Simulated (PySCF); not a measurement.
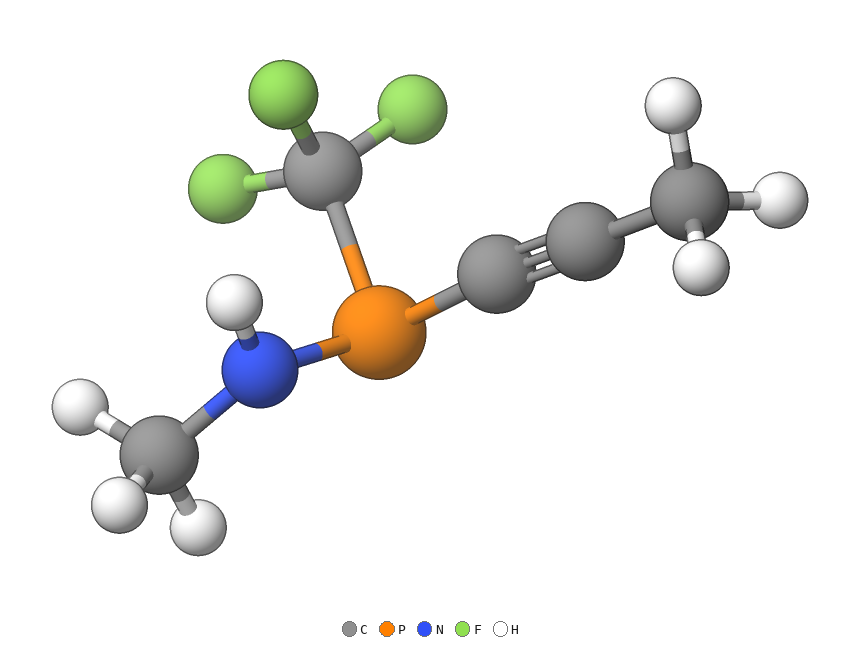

Rendered structure (ball-and-stick style).

What does the picture show?

It has 17 atoms: 5 carbon, 7 hydrogen, 3 fluorine, 1 nitrogen and 1 phosphorus (C₅H₇F₃NP). SMILES: `CC#CP(NC)C(F)(F)F`. It has no ring. Among its groups: alkyne, C–F bond. The point group is C1. Coordination, clear cases only: 3 C tetrahedral; 2 C linear; 1 P trigonal pyramidal.

More results for the same structure follow; atom numbers are the same in all pictures, views and colours differ. Computed geometry: PBE0-D3(BJ)/def2-SVP optimisation. No frequency run is at hand to confirm it as a minimum.

### NMR shielding

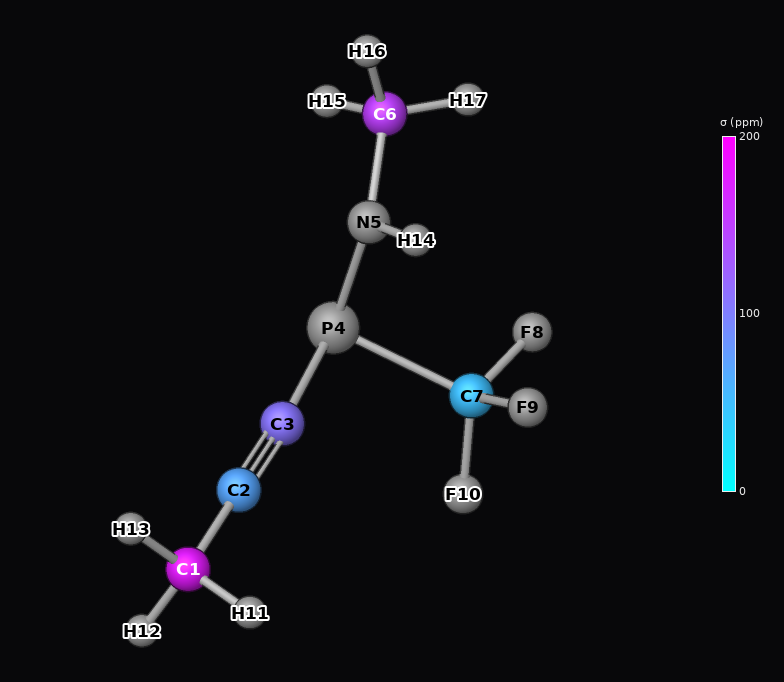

Atoms are coloured by their isotropic NMR shieldings (C only, the others grey). No frequency run is at hand to confirm it as a minimum. Properties computed with GIAO PBE0/pcSseg-1 NMR shielding, non-relativistic, IEF-PCM benzene (PySCF 2.14.0).

Give the isotropic NMR shieldings of the C atoms atom by atom.

```
atom  σ (ppm)
  C1    178.9
  C2     68.9
  C3    107.6
  C6    149.5
  C7     49.8
```

### Quadrupole coupling

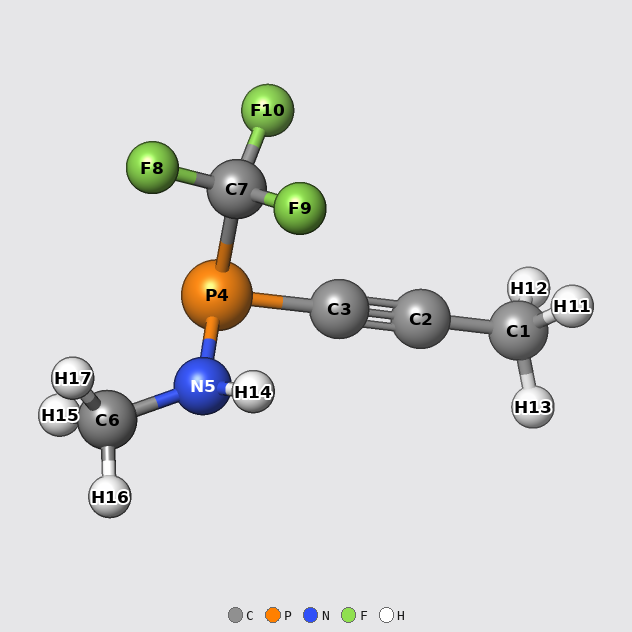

No frequency run is at hand to confirm it as a minimum. Electric field gradients from the ground-state density, PBE0/pcSseg-1 in benzene (IEF-PCM) (PySCF 2.14.0), non-relativistic apart from any core potentials.

Give the largest field-gradient component, the quadrupole coupling constant and the asymmetry for 14N at N5 (Q = 20.44 mb), 2H at H11 (Q = 2.86 mb), 2H at H12 (Q = 2.86 mb).

```json
{"atom": "N5", "V_zz (a.u.)": "−1.163", "e²qQ/h (MHz)": "−5.59", "η": "0.11"}
{"atom": "H11", "V_zz (a.u.)": "0.287", "e²qQ/h (MHz)": "0.193", "η": "0.03"}
{"atom": "H12", "V_zz (a.u.)": "0.287", "e²qQ/h (MHz)": "0.193", "η": "0.03"}
```

### Dipole moment

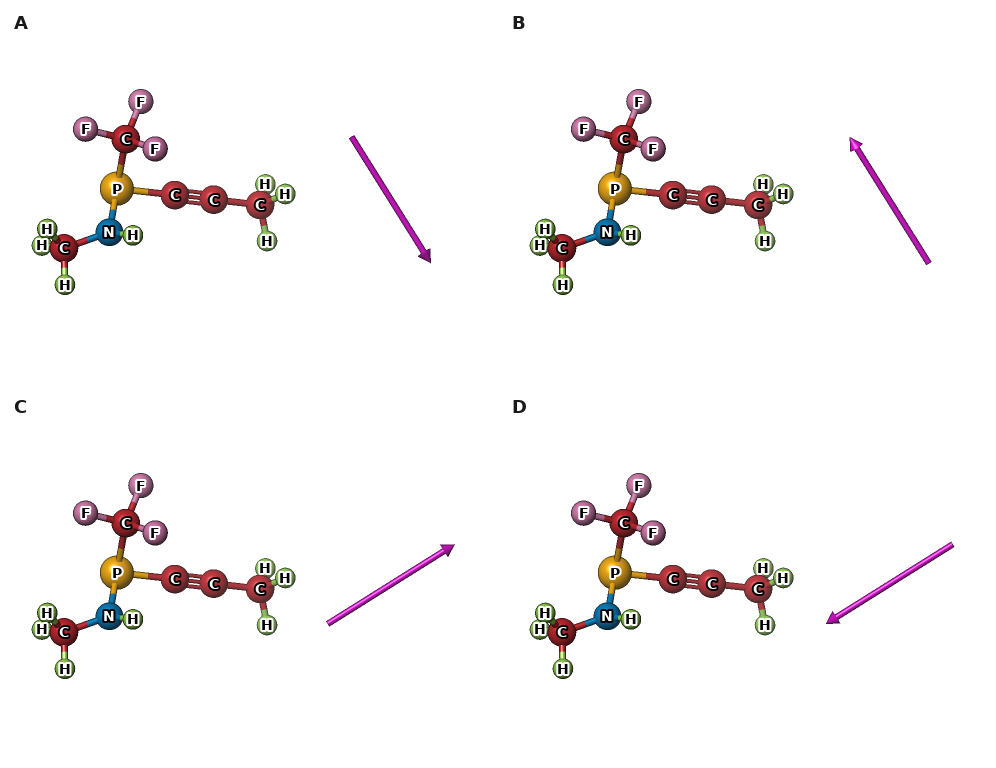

The same molecule four times, each with an arrow. No frequency run is at hand to confirm it as a minimum. Method: ωB97X-D/def2-SVPD, gas phase (PySCF 2.14.0).

**Which arrow points along the dipole moment, from the negative to the positive end?**

A. The dipole moment is 2.84 D.
